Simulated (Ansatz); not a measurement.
**BrFH$_{6}$Si$_{3}$: density, localisation and related maps**

The calculation's input:

```
crystal:
  periodic: [false, false, false]
  atoms:
    - {symbol: Br, position_ang: [1.215631, 2.145648, -0.583573]}
    - {symbol: F, position_ang: [0.668518, 0.848544, 2.236687]}
    - {symbol: Si, position_ang: [0.112575, 0.685557, 0.712511]}
    - {symbol: Si, position_ang: [0.587532, -1.496968, -0.019368]}
    - {symbol: Si, position_ang: [2.883011, -1.975995, 0.237790]}
    - {symbol: H, position_ang: [-1.316730, 1.093554, 0.721720]}
    - {symbol: H, position_ang: [-0.238819, -2.455451, 0.777310]}
    - {symbol: H, position_ang: [0.177494, -1.592937, -1.452642]}
    - {symbol: H, position_ang: [3.254257, -1.869259, 1.678008]}
    - {symbol: H, position_ang: [3.692699, -1.009279, -0.556812]}
    - {symbol: H, position_ang: [3.160481, -3.362147, -0.240344]}
basis:
  gaussian:
    orbitals: def2-SVPD
hamiltonian:
  xc: pbe0
output:
  forces: true
  orbitals: {seedname: orbitals}
```

Run with:

```sh
ansatz run input.yaml --threads 2 --pin off --max-ram 5220MiB --events-out events.jsonl --progress --plain --runs-dir runs
```

Geometry: B3LYP/def2-SVP.

Computed with isolated molecule in a Gaussian basis; Kohn-Sham density functional theory, functional PBE0 in Ansatz.

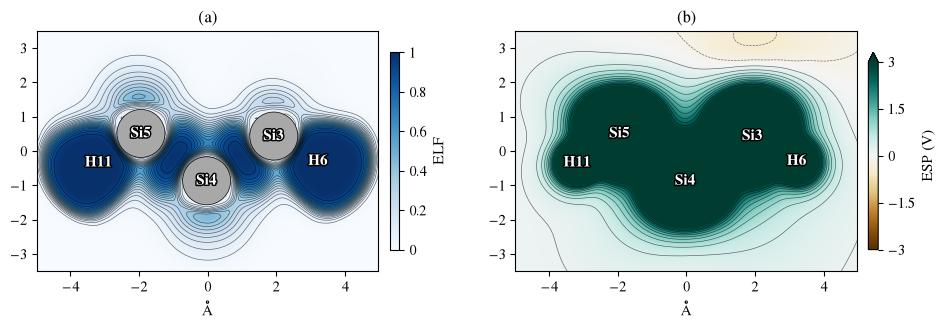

Figure 1. (a) ELF; (b) electrostatic potential on the plane of atoms Si3, Si4 and Si5. Grey discs cover the atomic cores in the ELF map.

Interpret the plot.

The plane passes through Si and H nuclei. Si–Si (2.35 Å): the ELF peaks at about 1 between the atoms, as expected for a shared electron pair. Si–H (1.49 Å): the ELF climbs to about 1 towards the hydrogen, as it does in any bond to H. Outside the dense part of the molecule the potential is most negative (−0.5 V) near F2, which lies off the plane.

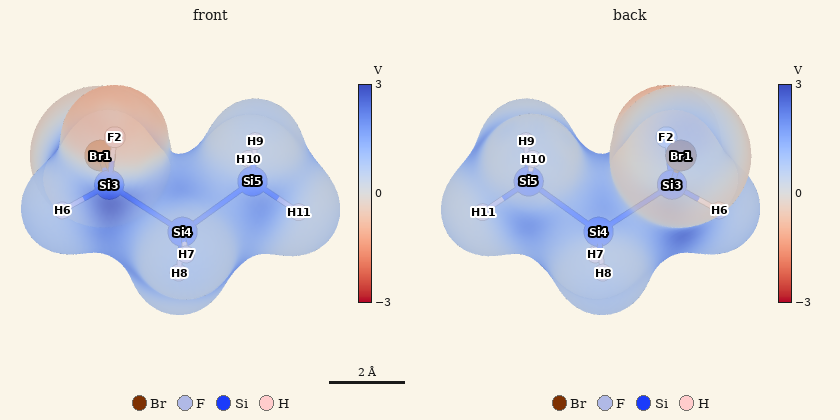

Figure 2. The electrostatic potential painted on the density surface at 0.004 e/bohr³, seen from the front and from behind; red is negative and blue positive.

Where is the surface potential most negative and most positive?

The most negative region (about −0.9 V, or −21 kcal/mol for a unit charge) lies over F2, the most positive (about +2.3 V, or +53 kcal/mol for a unit charge) over Si3. Br1 shows a σ-hole: about +0.9 V, or +21 kcal/mol for a unit charge at the tip opposite its bond, against about −0.2 V on its flanks.

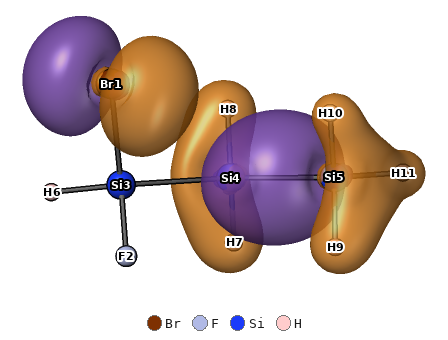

Figure 3. The HOMO−1 at ±0.1 Å⁻³ᐟ² (orange and purple are the two phases), seen from one side.

What is the character of this orbital?

By Hirshfeld shares it lies mainly on Br1 (about 35 %), Si4 (about 25 %) and Si5 (about 20 %). Its energy is −8.77 eV.
